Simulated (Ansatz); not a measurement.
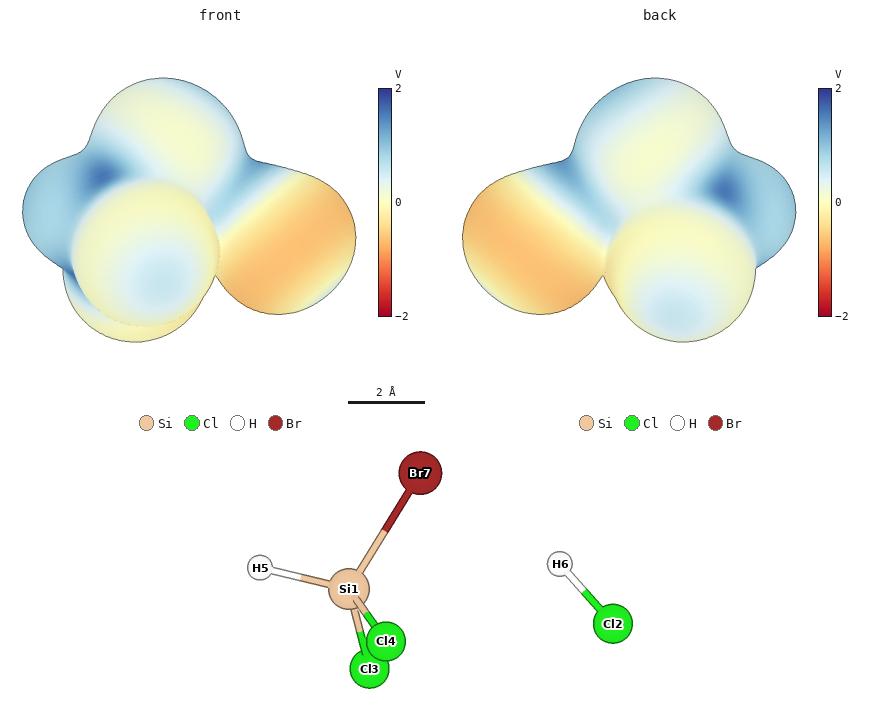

BrCl2HSi···HCl. The electrostatic potential painted on the density surface at 0.002 e/bohr³, seen from the front and from behind; the colour scale runs from red (negative) to blue (positive). The bare structure is drawn below in the same view.

The product side of a reaction path; geometry: PBE0-D4/def2-TZVP.

Method: RKS PBE0-D4/def2-TZVPP (Ansatz).

The calculation's input:

```
crystal:
  periodic: [false, false, false]
  atoms:
    - {symbol: Si, position_ang: [-1.017530, 0.476262, -0.373328]}
    - {symbol: Cl, position_ang: [2.377972, -1.669031, 1.105531]}
    - {symbol: Cl, position_ang: [-0.876290, -1.227428, -1.459169]}
    - {symbol: Cl, position_ang: [-1.402124, 0.034871, 1.565231]}
    - {symbol: H, position_ang: [-2.084865, 1.328926, -0.914875]}
    - {symbol: H, position_ang: [2.111918, -0.527351, 0.581431]}
    - {symbol: Br, position_ang: [0.890921, 1.583849, -0.504722]}
basis:
  gaussian: {orbitals: def2-TZVPP}
hamiltonian: {xc: pbe0, dispersion: d4}
output: {orbitals: {seedname: orbitals}}
```

Run with:

```sh
ansatz run in.yaml --threads 8 --pin off --events-out ev --progress --plain --max-ram 19148MiB
```

**Which sites attract a positive test charge, and which a negative one?**

A positive charge is drawn to the negative regions and a negative charge to the positive ones. The most negative region (about −0.6 V) lies over Cl2, the most positive (about +1.5 V) over Si1. Cl2 shows a σ-hole: about +0.3 V at the tip opposite its bond, against about −0.6 V on its flanks. Cl3 shows a σ-hole: about +0.6 V at the tip opposite its bond, against about 0.0 V on its flanks. Cl4 shows a σ-hole: about +0.6 V at the tip opposite its bond, against about 0.0 V on its flanks. Br7 shows a σ-hole: about +0.9 V at the tip opposite its bond, against about +0.3 V on its flanks.
